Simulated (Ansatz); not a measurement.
```tsv
atom	x (Å)	y (Å)	z (Å)
C	-0.6899	-0.3576	-0.6034
Al	-2.7379	-2.0859	1.9586
F	-3.0300	-3.4890	2.7962
F	-3.6373	-0.7570	2.3883
Si	-1.2616	-1.9991	0.1179
H	-0.4799	-0.4624	-1.6791
H	0.2332	-0.0129	-0.1102
H	-1.4619	0.4146	-0.4735
H	-0.2570	-3.0931	-0.0362
```

Geometry: PBE0-D3(BJ)/def2-SVP.

Theory: isolated molecule in a Gaussian basis; Kohn-Sham density functional theory, functional PBE0 (Ansatz).

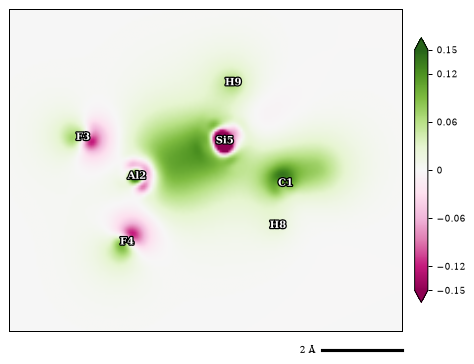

CH4AlF2Si (SMILES C[SiH][Al]([F])[F]) (doublet). The HOMO (α) on the plane of atoms F3, Al2 and F4 (values in Å⁻³ᐟ²; the overall sign is arbitrary).

> Where does this orbital lie, and at what energy?

Its weight (Hirshfeld) is mainly on Si5 (about 70 %) and Al2 (about 20 %). Its energy is −6.16 eV.
